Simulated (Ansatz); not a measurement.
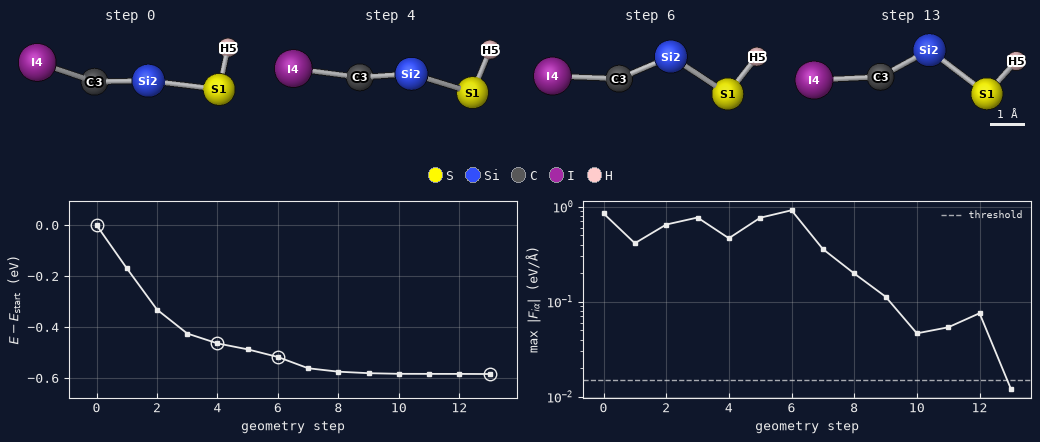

Frames of a relaxation of CHISSi, marked on the history of the run. A ball-and-stick model, seen face on.

The run prepares an end point of a later path (torsion) calculation, from a guessed geometry.

Method: Ansatz, RKS PBE-D4/def2-SVP. Settings: no spin polarisation; force threshold 0.015 eV/Å; at most 40 steps.

Describe the path.

Answer. The largest move after the best rigid fit is that of Si2, 0.97 Å. By element the largest moves are Si 0.97 Å, C 0.68 Å, I 0.60 Å, H 0.47 Å, S 0.39 Å. Some distances before and after: C3–I4 2.126 → 2.001 Å, S1–Si2 2.136 → 2.168 Å, S1–H5 1.334 → 1.364 Å, Si2–C3 1.719 → 1.706 Å. Among the angles between lasting bonds that change: S1–Si2–C3 156.5° → 112.3°, Si2–C3–I4 124.5° → 153.9°, Si2–S1–H5 95.0° → 93.0°. Groups turn about S1–Si2 by about 85°. The energy falls by 0.584 eV in 13 geometry steps. Largest force component: 0.85 eV/Å at the start, 0.012 eV/Å at the end. From step 0 to 4: Si2 moves most (0.58 Å), energy −0.464 eV. From step 4 to 6: H5 moves most (0.35 Å), energy −0.053 eV. From step 6 to 13: Si and H atoms move most (0.23 Å), energy −0.067 eV.
